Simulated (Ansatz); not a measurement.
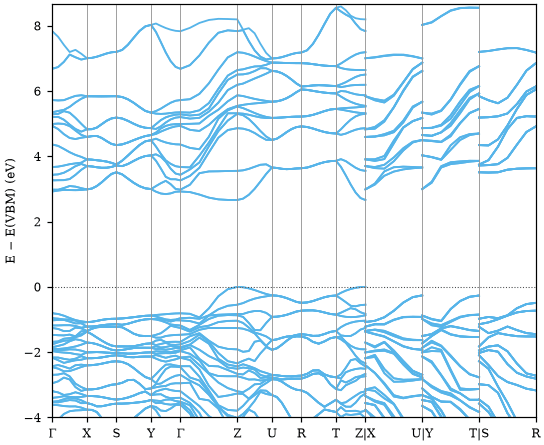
*Band structure from r²SCAN with spin–orbit coupling (plane waves, PAW; program Ansatz)*

Task: Read off the gap and where the band edges lie.

Result: About 2.7 eV (2.66 eV by a search for the band edges); maximum at Z, minimum at Z.

The material is Ta$_{2}$O$_{5}$ in space group Pbam (No. 55; Ta on 4g, O on 4h, O on 2a, O on 4g).

The start of the workflow was typed in or built on a structure type; the Crystallography Open Database copy checked does not list it. COD files the formula under space group No. 49, so this cell is another polymorph or a model. Its standing as an ambient phase is unchecked. Symmetry was held in the r²SCAN relaxation; whether a distortion lowers the energy is not shown. No spin polarisation was allowed.

Potentials: the earlier of the program's two PAW sets.
